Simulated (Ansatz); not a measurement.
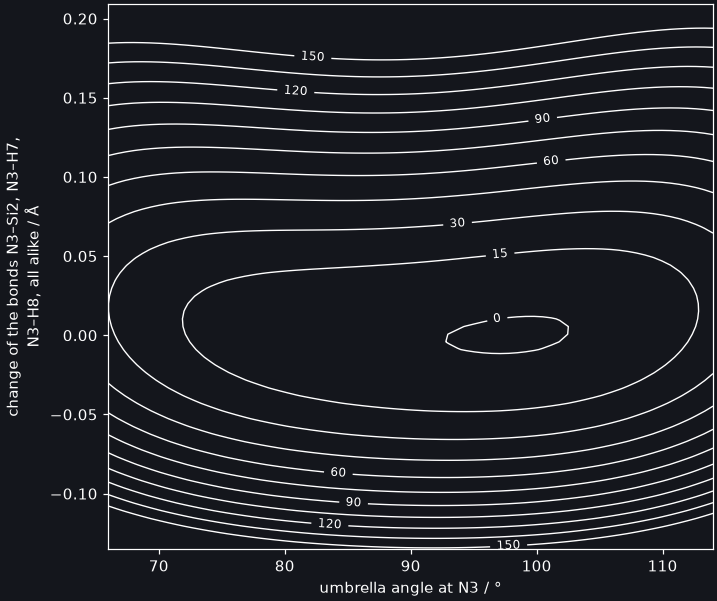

Energy landscape of H5N2Si, SMILES [NH][SiH2]N, spin multiplicity 2. First axis: umbrella angle at N3 (between each of its bonds and their common axis; 90 is planar). Second axis: change of the bonds N3–Si2, N3–H7, N3–H8, all alike. Nothing is relaxed (all other coordinates rigid). The scan uses a 15 × 15 grid. Points are written as (first, second). All energies are given in kJ/mol relative to the lowest grid point. Level of theory: UHF/def2-TZVP (Ansatz).

The picture shows contour lines labelled in kJ/mol (none above 150). Between grid points the surface is interpolated. 

What does the map say about the system?

Answer. The lowest grid point is at (100.3°, 0.012 Å). No other kind of well shows on this grid. The highest grid point, (66.0°, −0.135 Å), lies 218 kJ/mol above the lowest. Round the minimum the valley is somewhat tilted: raising the first coordinate shifts the best value of the second coordinate upwards (coupling k₁₂/√(k₁₁k₂₂) about −0.3).

Time for the 225 points that were run: 45 min on 1 thread of Arm Neoverse N1, with other jobs on the host.
